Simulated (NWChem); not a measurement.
# C2H8OSi (SMILES CC[SiH2]O): levels of theory compared

Wanted: a comparison of 6 runs (HF/STO-3G, B3LYP/6-31G*, B3LYP/cc-pVDZ, PBE/cc-pVDZ, PBE0/cc-pVDZ) of C2H8OSi. 

The calculation is run with NWChem 7.3.0.

2 further runs of the same task are left out: 2 set aside as unsound or not needed.

### 1 The system as given

C2H8OSi has 12 atoms, charge 0, and is taken as a singlet. As SMILES, `CC[SiH2]O`. The shape is that of a PBE0-D4/def2-TZVP optimisation. This is one conformer, not always the lowest.

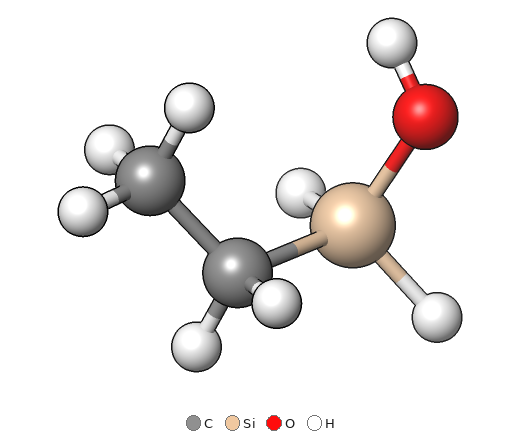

Viewed from a chosen angle; carbon grey, silicon light orange, oxygen red, hydrogen white.

### 2 Energy and gradient at HF/STO-3G (run 1)

Input file c2h8osi.nw:

```
start c2h8osi
memory stack 880 mb heap 220 mb global 1100 mb

geometry units angstroms noautosym nocenter noautoz
C       -1.462000      -0.315100      -0.130400
C       -0.193100      -0.595200       0.670600
Si       1.348100       0.138200      -0.088600
O        1.258000       1.782700      -0.229600
H       -1.384700      -0.701300      -1.150800
H       -1.659100       0.758300      -0.198700
H       -2.341400      -0.775300       0.326800
H       -0.292100      -0.210900       1.691700
H       -0.031100      -1.675800       0.767200
H        1.555800      -0.473500      -1.435500
H        2.530600      -0.124900       0.769100
H        0.748100       2.137600      -0.957900
end

basis spherical bse
* library STO-3G
end

scf
thresh 1e-08
maxiter 80
end

task scf gradient
```

On the command line:

```bash
$ nwchem c2h8osi.nw > c2h8osi.out
```

Output:

```text
[...]
  functions       =    32
[...]
  wavefunction    = RHF
[...]
         Total SCF energy =   -438.936861125485
      One-electron energy =   -958.618104945703
      Two-electron energy =    343.257152876008
 Nuclear repulsion energy =    176.424090944209
        Time for solution =      2.1s
[...]
                         RHF ENERGY GRADIENTS
    atom               coordinates                        gradient
                 x          y          z           x          y          z
   1 C      -2.762779  -0.595453  -0.246420    0.016472  -0.002668   0.008164
   2 C      -0.364906  -1.124765   1.267250   -0.017670   0.007691  -0.015574
   3 Si      2.547540   0.261160  -0.167430   -0.027043   0.026162   0.021996
   4 O       2.377275   3.368815  -0.433881   -0.022795  -0.011739  -0.032113
   5 H      -2.616704  -1.325265  -2.174697   -0.000177  -0.001732  -0.005703
   6 H      -3.135244   1.432979  -0.375489   -0.001718   0.005434  -0.000538
   7 H      -4.424604  -1.465105   0.617562   -0.004755  -0.001614   0.001509
   8 H      -0.551989  -0.398543   3.196849    0.003272   0.003197   0.008844
   9 H      -0.058770  -3.166803   1.449798    0.005262  -0.009237   0.001532
  10 H       2.940036  -0.894785  -2.712702    0.004046  -0.012393  -0.031179
  11 H       4.782141  -0.236027   1.453388    0.026393  -0.005103   0.018012
[...]
```

Wall time 3.3 s (1 thread of Intel Xeon Platinum 8559C (Emerald Rapids), shared host); peak memory 0.11 GiB.

### 3 Energy and gradient at B3LYP/6-31G(d) (spherical functions) (run 2)

Input file run.xyz:

```xyz
12
C2H8OSi
C     -1.462000    -0.315100    -0.130400
C     -0.193100    -0.595200     0.670600
Si     1.348100     0.138200    -0.088600
O      1.258000     1.782700    -0.229600
H     -1.384700    -0.701300    -1.150800
H     -1.659100     0.758300    -0.198700
H     -2.341400    -0.775300     0.326800
H     -0.292100    -0.210900     1.691700
H     -0.031100    -1.675800     0.767200
H      1.555800    -0.473500    -1.435500
H      2.530600    -0.124900     0.769100
H      0.748100     2.137600    -0.957900
```

Input file run.nw:

```
start run
title "C2H8OSi"
memory total 2200 mb

geometry units angstroms noautosym nocenter noautoz
  load format xyz run.xyz
end

basis spherical bse
  * library 6-31G*
end

dft
  xc b3lyp
  grid xfine
  convergence energy 1e-08
  iterations 100
  mulliken
  noprint "final vectors analysis"
end

task dft gradient
```

On the command line:

```bash
$ nwchem run.nw > run.out
```

Output:

```text
[...]
          Wavefunction type:  closed shell.
          No. of atoms     :    12
          No. of electrons :    42
[...]
          Charge           :     0
          Spin multiplicity:     1
[...]
          AO basis - number of functions:    76
[...]
              XC Information
              --------------
                         B3LYP Method XC Potential
                     Hartree-Fock (Exact) Exchange  0.200
                        Slater Exchange Functional  0.800 local
                    Becke 1988 Exchange Functional  0.720 non-local
              Lee-Yang-Parr Correlation Functional  0.810
                  VWN I RPA Correlation Functional  0.190 local
[...]
 d= 0,ls=0.0,diis     1   -445.7148051882 -6.22D+02  1.35D-02  5.65D-01     4.5
[...]
 d= 0,ls=0.0,diis     8   -445.7782425050 -7.02D-09  3.67D-06  1.01D-07    39.3
         Total DFT energy =     -445.778242505002
      One electron energy =     -963.133258562336
           Coulomb energy =      384.418202887923
    Exchange-Corr. energy =      -43.487277774798
 Nuclear repulsion energy =      176.424090944209
[...]
      Total Density - Mulliken Population Analysis
     ---------------------------------------------
    Atom       Charge   Shell Charges
 -----------   ------   -------------------------------------------------------
    1 C    6     6.45   2.00  0.67  2.12  0.63  1.00  0.04
    2 C    6     6.47   2.00  0.67  2.12  0.62  1.03  0.03
    3 Si  14    13.34   2.00  2.00  5.96  0.94  1.73  0.17  0.28  0.26
    4 O    8     8.72   2.00  0.90  2.95  0.94  1.91  0.02
    5 H    1     0.85   0.53  0.32
    6 H    1     0.86   0.53  0.33
    7 H    1     0.85   0.53  0.32
    8 H    1     0.84   0.52  0.32
    9 H    1     0.85   0.52  0.32
   10 H    1     1.11   0.52  0.60
[...]
  wavefunction    = closed shell
[...]
```

Wall time 49 s (1 thread of Intel Xeon Platinum 8559C (Emerald Rapids), shared host); peak memory 0.16 GiB.

Runs 3 to 5 aren't shown in full; the table further down has their settings and results.

### 4 Energy and gradient at PBE0/cc-pVDZ (run 6)

Input file run.py:

```python
from ase import Atoms
from ase.calculators.nwchem import NWChem

system = Atoms(['C', 'C', 'Si', 'O', 'H', 'H', 'H', 'H', 'H', 'H', 'H', 'H'], positions=[
    [-1.462000, -0.315100, -0.130400],
    [-0.193100, -0.595200, 0.670600],
    [1.348100, 0.138200, -0.088600],
    [1.258000, 1.782700, -0.229600],
    [-1.384700, -0.701300, -1.150800],
    [-1.659100, 0.758300, -0.198700],
    [-2.341400, -0.775300, 0.326800],
    [-0.292100, -0.210900, 1.691700],
    [-0.031100, -1.675800, 0.767200],
    [1.555800, -0.473500, -1.435500],
    [2.530600, -0.124900, 0.769100],
    [0.748100, 2.137600, -0.957900],
])

calc = NWChem(
    label='c2h8osi',
    theory='dft',
    memory='2200 mb',
    basis='cc-pVDZ',
    basispar='spherical bse',
    dft={'xc': 'pbe0', 'mult': '1', 'grid': 'fine', 'convergence': 'energy 1e-08', 'iterations': '100', 'mulliken': None},
)
system.calc = calc

forces = system.get_forces()
e = system.get_potential_energy()
print(f"E = {e:.6f} eV")
print("forces (eV/A):")
for s, f in zip(system.symbols, forces):
    print(f"{s:2s} {f[0]:10.5f} {f[1]:10.5f} {f[2]:10.5f}")
print("dipole (e A):", system.get_dipole_moment().round(4))
```

On the command line:

```bash
$ export ASE_NWCHEM_COMMAND="nwchem PREFIX.nwi > PREFIX.nwo"
$ python run.py
```

Output:

```text
E = -12122.025746 eV
forces (eV/A):
C     0.19108   -0.06196    0.15360
C    -0.21489    0.02982   -0.13138
Si    0.08515   -0.88101   -0.01964
O     0.10346    1.12974    0.13951
H     0.01280   -0.10686   -0.28262
H    -0.04376    0.29707   -0.02808
H    -0.24605   -0.12202    0.11642
H    -0.01486    0.09801    0.27115
H     0.04751   -0.27747    0.03121
H     0.03944   -0.13339   -0.20990
H     0.17653   -0.02787    0.14408
H    -0.13637    0.05595   -0.18435
dipole (e A): [-0.2938 -0.0669 -0.1428]
```

The calculator wrote c2h8osi.nwi:

```
title "c2h8osi"

permanent_dir c2h8osi

scratch_dir c2h8osi

start c2h8osi

geometry units angstrom nocenter noautosym noautoz
  C  -1.4620000000000000e+00 -3.1509999999999999e-01 -1.3039999999999999e-01
  C  -1.9309999999999999e-01 -5.9519999999999995e-01 6.7059999999999997e-01
  Si 1.3481000000000001e+00 1.3819999999999999e-01 -8.8599999999999998e-02
  O  1.2580000000000000e+00 1.7827000000000000e+00 -2.2960000000000000e-01
  H  -1.3847000000000000e+00 -7.0130000000000003e-01 -1.1508000000000000e+00
  H  -1.6591000000000000e+00 7.5829999999999997e-01 -1.9869999999999999e-01
  H  -2.3414000000000001e+00 -7.7529999999999999e-01 3.2679999999999998e-01
  H  -2.9210000000000003e-01 -2.1090000000000000e-01 1.6917000000000000e+00
  H  -3.1099999999999999e-02 -1.6758000000000000e+00 7.6719999999999999e-01
  H  1.5558000000000001e+00 -4.7349999999999998e-01 -1.4355000000000000e+00
  H  2.5306000000000002e+00 -1.2490000000000000e-01 7.6910000000000001e-01
  H  7.4809999999999999e-01 2.1375999999999999e+00 -9.5789999999999997e-01
end

memory 2200 mb

basis spherical bse noprint
   * library cc-pVDZ
end

dft
  xc pbe0
  mult 1
  grid fine
  convergence energy 1e-08
  iterations 100
  mulliken
end

task dft gradient
```

c2h8osi.nwo:

```text
Northwest Computational Chemistry Package (NWChem) 7.3.0
             --------------------------------------------------------

           Job information
           ---------------

    nwchem branch   = 7.3.0
    use scalapack   = T
    input           = c2h8osi.nwi
    prefix          = c2h8osi.
    data base       = c2h8osi/c2h8osi.db
    status          = startup
    nproc           =        1

           Memory information
           ------------------

[... 5 lines left out ...]
    hardfail = no
[... 113 lines left out ...]
  convergence criterion.
[... 42 lines left out ...]
          Spatial weights used:  Erf1
[... 32 lines left out ...]
 1-e energy   =    -958.537633
[... 58 lines left out ...]
           Coulomb energy =      384.270786537194
[... 767 lines left out ...]
          Convergence on density requested:  1.00D-05
[... 28 lines left out ...]
          total energy or number of iterations.
[... 36 lines left out ...]
                 ----------------------------------------
                 |  Time  |  1-e(secs)   |  2-e(secs)   |
                 ----------------------------------------
                 |  CPU   |       0.02   |      11.62   |
                 ----------------------------------------
                 |  WALL  |       0.02   |      11.62   |
                 ----------------------------------------

 Task  times  cpu:       51.7s     wall:       51.7s
 Total times  cpu:       51.7s     wall:       51.7s
```

Run time: 53 s. Hardware: 1 thread of Intel Xeon Platinum 8559C (Emerald Rapids), shared host; peak memory 0.14 GiB.

### 5 All runs side by side

| run | level | iteration cap | module | energy (Eh) | dipole moment (D) | HOMO energy (eV) | LUMO energy (eV) | wall time |
| --- | --- | --- | --- | --- | --- | --- | --- | --- |
| 1 | HF/STO-3G | 80 | scf | -438.936861 | 1.24 | -8.84 | 13.40 | 3.3 s |
| 2 | B3LYP/6-31G* (spherical functions) | 100 | dft | -445.778243 | 1.68 | – | – | 49 s |
| 3 | B3LYP/6-31G* (Cartesian functions) | 100 | dft | -445.782738 | 1.69 | -7.58 | 0.72 | 52 s |
| 4 | B3LYP/cc-pVDZ | 100 | dft | -445.801481 | 1.57 | -7.61 | 0.69 | 57 s |
| 5 | PBE/cc-pVDZ | 100 | dft | -445.420097 | 1.55 | -6.40 | 0.05 | 64 s |
| 6 | PBE0/cc-pVDZ | 100 | dft | -445.476233 | 1.60 | -7.86 | 0.97 | 53 s |

### 6 Outcome

| quantity | value |
| --- | --- |
| run 6: total energy | -445.47623 Eh |
| run 6: dipole moment | 1.60 D |
| run 6: HOMO energy | -7.86 eV |
| run 6: LUMO energy | 0.97 eV |
| run 6: HOMO–LUMO gap | 8.83 eV |
| run 6: largest force on an atom | 1.143 eV/Å |

In words: The dipole moment (its size) runs from 1.24 D (HF/STO-3G) to 1.69 D (B3LYP/6-31G*). The two ends differ in method and basis. Over runs 1, 3, 4, 5, 6 the HOMO–LUMO gap runs from 6.45 eV (PBE/cc-pVDZ) to 22.23 eV (HF/STO-3G). Totals of different functionals can't be ranked against each other. In run 1 the basis is minimal, so the values are rough. All runs together took 4.6 min, the longest 64 s.
